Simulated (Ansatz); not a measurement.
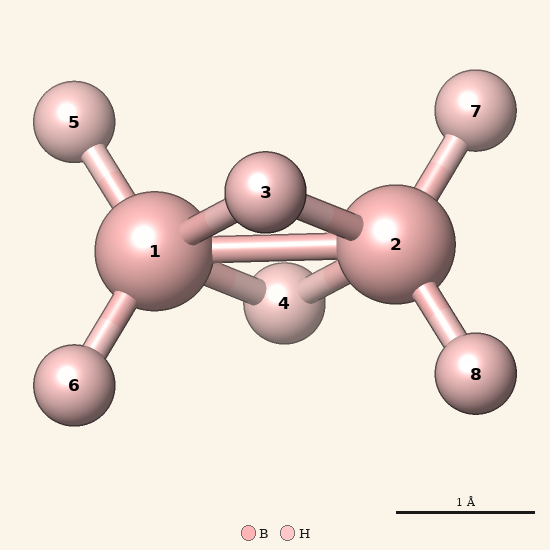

Source: calculation with Ansatz.

Orthographic view. Depth is shown by fading: the farther an atom, the more it takes the colour of the background. Geometry: a fixed input geometry, not necessarily a minimum.

Write a Z-matrix (Å, degrees) in the order of the atom numbers, with these reference atoms: 2 to 1; 3 to 1, 2; 4 to 1, 3, 2; 5 to 1, 3, 2; 6 to 1, 5, 3; 7 to 2, 3, 1; 8 to 2, 7, 3.

```
B  
B    1   1.763
H    1   1.326   2    48.4
H    1   1.327   3    96.9   2     0.0
H    1   1.204   3   108.9   2  -112.7
H    1   1.205   5   121.7   3   127.8
H    2   1.203   3   108.8   1   112.5
H    2   1.202   7   121.8   3  -127.8
```
